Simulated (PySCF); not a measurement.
Consider C₄H₃Cl₃FO (SMILES [O]/C=C(\CF)C(Cl)(Cl)Cl) (doublet).

The calculation's input:

```
{"job": {"kind": "epr", "basis": "pcH-1"}, "charge": 0, "multiplicity": 2}
O     -2.017032     1.153867    -0.932341
C     -0.848439     1.247414    -0.600083
C     -0.085093     0.134852    -0.102360
C     -0.810128    -1.159880    -0.004993
F     -0.255878    -2.053344     0.856423
C      1.310369     0.246056     0.342555
Cl     2.124178     1.715610    -0.216990
Cl     2.294538    -1.148871    -0.181285
Cl     1.294198     0.282708     2.157730
H     -0.312400     2.204181    -0.661878
H     -0.846621    -1.645024    -0.994999
H     -1.846492    -0.978255     0.312195
```

Launched as:

```sh
OMP_NUM_THREADS=1 python probes_run.py task.json out
```

Geometry: GFN2-xTB.

All numbers below come from UKS B3LYP, pcH-1 on C Cl F H O, non-relativistic, mean-field spin-orbit, GIAO (PySCF).

> What will maps of the electron density, electron localisation function and spin density show?

C–O (1.22 Å): the density is about 3.2 e/Å³ at the midpoint; the ELF peaks at about 0.90 between the atoms: a short, multiple covalent bond.
C–C (1.44 Å): ρ is about 2 e/Å³ halfway; the ELF peaks at about 0.95 between the atoms: localised, covalent bonding.
C–H (1.10 Å): ρ at the midpoint is about 2.1 e/Å³; the ELF climbs to about 1 towards the hydrogen, as it does in any bond to H (an ordinary covalent bond to hydrogen).
C–C (1.49 Å): ρ is about 1.8 e/Å³ halfway; the ELF peaks at about 0.95 between the atoms: localised, covalent bonding.
The unpaired spin (1 electron) lies mostly on C3 (about 0.5), O1 (about 0.2) and Cl9 (about 0.1), in electrons by Hirshfeld's partition.

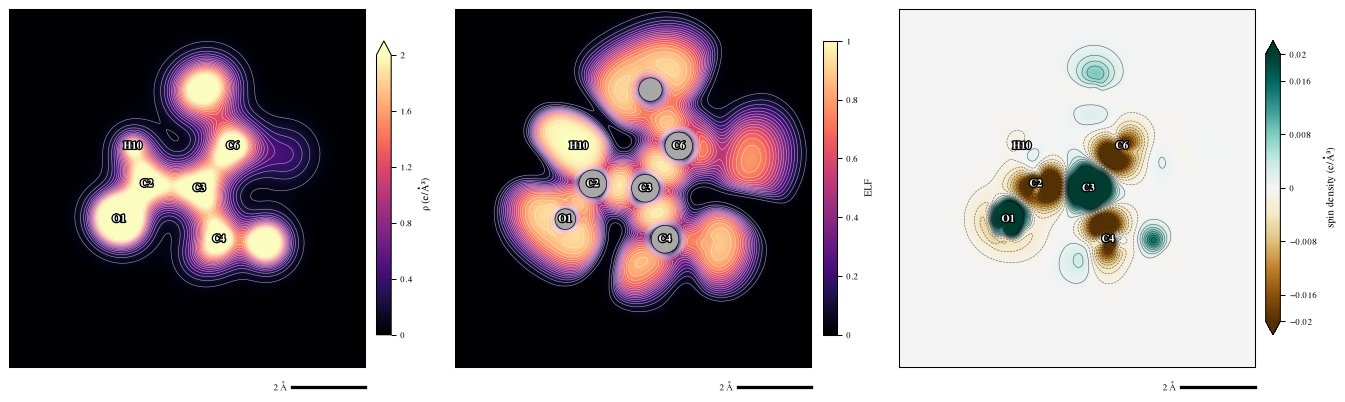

Computed electron density, electron localisation function and spin density on the plane of atoms C3, C2 and H10, in this order. Grey discs cover the atomic cores in the ELF map. 
